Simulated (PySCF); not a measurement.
**C₄H₉FOSi: density, localisation and related maps**

| atom | x (Å) | y (Å) | z (Å) |
| --- | --- | --- | --- |
| C | -2.1880 | -0.5830 | -1.1428 |
| C | -1.3191 | -0.3408 | -0.1716 |
| C | -1.6472 | -0.3969 | 1.2856 |
| O | -0.0388 | -0.0171 | -0.4925 |
| Si | 1.2873 | 0.3383 | 0.3660 |
| C | 2.5486 | 0.6384 | -1.0327 |
| F | 3.7770 | 0.9625 | -0.4900 |
| H | -3.2073 | -0.8399 | -0.9277 |
| H | -1.8979 | -0.5289 | -2.1762 |
| H | -1.4520 | 0.5709 | 1.7441 |
| H | -1.0134 | -1.1327 | 1.7774 |
| H | -2.6888 | -0.6622 | 1.4343 |
| H | 1.1231 | 1.5495 | 1.1737 |
| H | 1.7211 | -0.7763 | 1.2120 |
| H | 2.7139 | -0.2442 | -1.6553 |
| H | 2.2738 | 1.4713 | -1.6842 |

Geometry: GFN2-xTB.

Computed with PBE0/pcSseg-1, SCF density, gas phase, non-relativistic (PySCF).

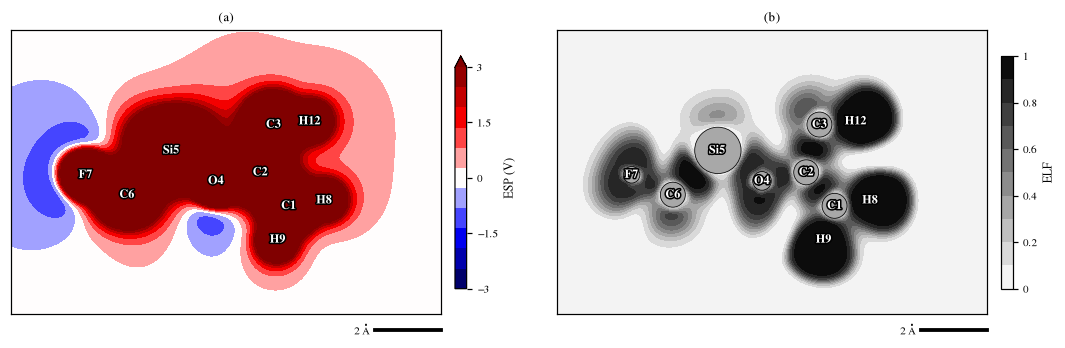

Figure 1. (a) electrostatic potential; (b) ELF on the plane of atoms Si5, C6 and F7. Grey discs cover the atomic cores in the ELF map.

What do the fields say about this system?

Answer.
- Atoms in the plane: C, O, Si, F and H.
- C–C (1.33 Å): the ELF peaks at about 0.95 between the atoms (a short, multiple covalent bond).
- C–O (1.36 Å): the ELF peaks at about 0.90 between the atoms, as expected for a shared but strongly polarised pair.
- C–F (1.38 Å): the ELF peaks at about 0.85 between the atoms: a polar covalent bond.
- Si–O (1.62 Å): the ELF peaks at about 0.85 between the atoms: a polar covalent bond.
- C–Si (1.91 Å): the ELF peaks at about 1 between the atoms: a covalent bond.
- The ELF also peaks beside O4 and F7, away from the bonds: lone-pair regions.
- Outside the dense part of the molecule the potential is most negative (−1.3 V) near F7.

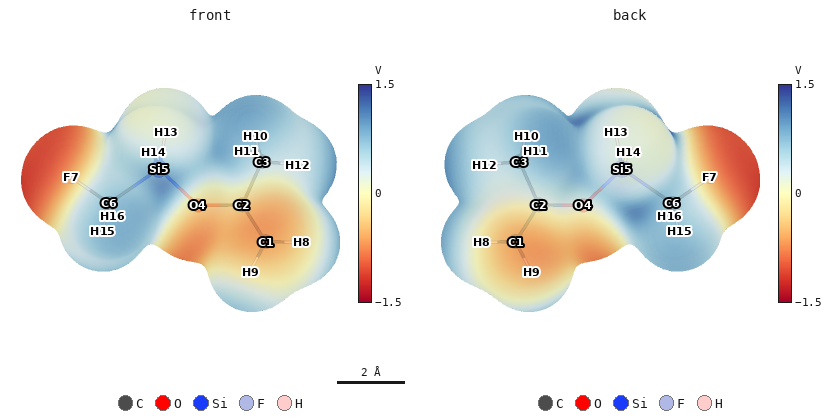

Figure 2. The molecular electrostatic potential painted on the density surface at 0.002 e/bohr³, seen from the front and from behind; red is negative and blue positive.

Describe the electrostatic potential map.

Answer. The most negative region (about −1.1 V) lies over F7, the most positive (about +1.2 V) over Si5.
